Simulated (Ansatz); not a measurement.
**CCSD(T)/def2-SVP (core potential) run of SnSiH4ClF (SMILES [F][SnH]([SiH3])[Cl])**

Aim: the vertical ionisation energy of SnSiH4ClF at CCSD(T)/def2-SVP (core potential), from 2 runs. 

The calculation is run with Ansatz 0.2.0.

104 further runs of the same task are left out: 6 that didn't finish, 98 set aside as unsound or not needed. Runs told in other sessions of the task aren't counted.

## Step 1: The structure to begin with

The species is SnSiH4ClF (8 atoms), meant as a singlet with charge 0. As SMILES, `[F][SnH]([SiH3])[Cl]`. The coordinates come from a PBE0-D4/def2-TZVP relaxation.

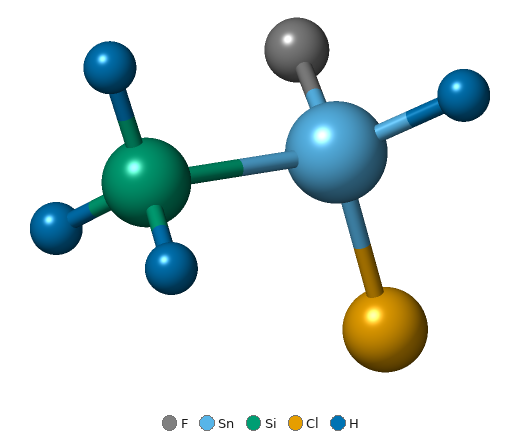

Viewed from a chosen angle; fluorine grey, tin blue, silicon teal, chlorine amber, hydrogen blue.

## Step 2: A single-point energy at CCSD(T)/def2-SVP (core potential)

Contents of in.yaml:

```yaml
crystal:
  periodic: [false, false, false]
  atoms:
    - {symbol: F, position_ang: [-2.164400, 1.207300, 0.065000]}
    - {symbol: Sn, position_ang: [-0.491100, 0.743900, -0.760400]}
    - {symbol: Si, position_ang: [0.772400, -0.710700, 0.928600]}
    - {symbol: Cl, position_ang: [-1.103700, -0.588800, -2.566200]}
    - {symbol: H, position_ang: [0.081000, 2.212200, -1.406000]}
    - {symbol: H, position_ang: [1.077500, 0.107800, 2.127500]}
    - {symbol: H, position_ang: [2.025400, -1.174900, 0.284900]}
    - {symbol: H, position_ang: [-0.104900, -1.854000, 1.270900]}
basis:
  gaussian:
    orbitals: def2-SVP
correlation:
  method: ccsd_t
  frozen_orbitals: {Cl: 5, F: 1, H: 0, Si: 5, Sn: 4}
accuracy: high
scf:
  omitted_lower_state_checks: [cluster_reference, increment]
```

Command:

```
$ ansatz run in.yaml --threads 1 --pin off --max-ram 3480MiB --events-out events.jsonl --progress --plain --runs-dir runs
```

The log of the run, cut to the lines that bear on the results:

```text
Warning: RAYON_NUM_THREADS=1 ignored (pool sized by the plan → 1); use --threads N
Functional definition: HF
  name "HF"
[...]
2115 factors; integrals over basis functions are off by at most 7.7e-9 eV
[...]
mean field -28933.72736718 eV, -1063.2948687590 hartree, gradient 1.2e-8 eV, S^2 0.000000; 0 other end points of the search recorded, 0 dependent functions left out
15 core orbitals not correlated: weight in the atoms' cores, before any rotation towards them, 1.000 or more for the frozen orbitals, at most 0.000 for the correlated occupied ones
reference -28933.72736718 eV, -1063.2948687590 hartree; 18, 18 occupied and 63, 63 virtual orbitals, 2115 factors
second order -14.35493715 eV of doubles, -0.00000000 eV of singles
cycle   1  -15.13118292 eV  change   -7.8e-1 eV  update   1.0e-1
[...]
cycle  20  -15.65093010 eV  change  -1.7e-10 eV  update   3.7e-9
perturbative correction -0.33101262 eV, -0.0121644893 hartree
Total energy: -28949.70930990 eV, -1063.8821943209 hartree
Checks for a lower state left out: cluster_reference, increment
```

It took 67 s on 1 thread of Arm Neoverse N1, shared host; peak memory 0.6 GiB.

## Step 3: The doublet cation at the same level

Contents of input.yaml:

```yaml
crystal:
  periodic: [false, false, false]
  atoms:
    - {symbol: F, position_ang: [-2.164400, 1.207300, 0.065000]}
    - {symbol: Sn, position_ang: [-0.491100, 0.743900, -0.760400]}
    - {symbol: Si, position_ang: [0.772400, -0.710700, 0.928600]}
    - {symbol: Cl, position_ang: [-1.103700, -0.588800, -2.566200]}
    - {symbol: H, position_ang: [0.081000, 2.212200, -1.406000]}
    - {symbol: H, position_ang: [1.077500, 0.107800, 2.127500]}
    - {symbol: H, position_ang: [2.025400, -1.174900, 0.284900]}
    - {symbol: H, position_ang: [-0.104900, -1.854000, 1.270900]}
basis:
  gaussian: {orbitals: def2-SVP}
total_charge: 1
magnetization: {spin_polarized: true, initial_magnetization: 1}
correlation: {method: ccsd_t, frozen_orbitals: {Cl: 5, F: 1, H: 0, Si: 5, Sn: 4}}
accuracy: high
scf: {omitted_lower_state_checks: [cluster_reference, increment]}
```

Command:

```
$ ansatz run input.yaml --threads 1 --pin off --max-ram 3480MiB --events-out events.jsonl --progress --plain --runs-dir runs
```

The log of the run, cut to the lines that bear on the results:

```text
Warning: RAYON_NUM_THREADS=1 ignored (pool sized by the plan → 1); use --threads N
Functional definition: HF
  name "HF"
[...]
2116 factors; integrals over basis functions are off by at most 7.7e-9 eV
[...]
mean field -28923.38858822 eV, -1062.9149256400 hartree, gradient 9.2e-8 eV, S^2 0.780168; 9 other end points of the search recorded, 0 dependent functions left out
15 core orbitals not correlated: weight in the atoms' cores, before any rotation towards them, 1.000 or more for the frozen orbitals, at most 0.000 for the correlated occupied ones
reference -28923.38858822 eV, -1062.9149256400 hartree; 18, 17 occupied and 63, 64 virtual orbitals, 2116 factors
second order -14.21398254 eV of doubles, -0.00000000 eV of singles
cycle   1  -14.87538419 eV  change   -6.6e-1 eV  update   1.3e-1
[...]
cycle  37  -15.54664837 eV  change  -5.6e-10 eV  update   3.4e-9
perturbative correction -0.42874904 eV, -0.0157562366 hartree
Total energy: -28939.36398562 eV, -1063.5020106662 hartree
Checks for a lower state left out: cluster_reference, increment
```

It took 6.2 min on 1 thread of Arm Neoverse N1, shared host; peak memory 1.2 GiB.

## Step 4: Summary of results

Level: CCSD(T)/def2-SVP (core potential), 15 core orbitals frozen.

| quantity | value |
| --- | --- |
| singlet SnSiH4ClF: total energy | -1063.88219 Eh |
| singlet SnSiH4ClF: correlation energy (15 core orbitals frozen) | -587.3 mEh |
| singlet SnSiH4ClF: (T) correction | -12.16 mEh |
| singlet SnSiH4ClF: T1 diagnostic | 0.012 |
| doublet cation: total energy | -1063.50201 Eh |
| doublet cation: correlation energy (15 core orbitals frozen) | -587.1 mEh |
| doublet cation: (T) correction | -15.76 mEh |
| doublet cation: ⟨S²⟩ of the reference determinant | 0.780 |
| doublet cation: T1 diagnostic | 0.028 |
| vertical ionisation energy (to the doublet cation) | 10.345 eV |

What this shows: Removing an electron at fixed nuclei costs 10.35 eV (998 kJ/mol). The triples (singlet SnSiH4ClF) make up 2.1 % of the correlation energy. The triples (doublet cation) make up 2.7 % of the correlation energy.
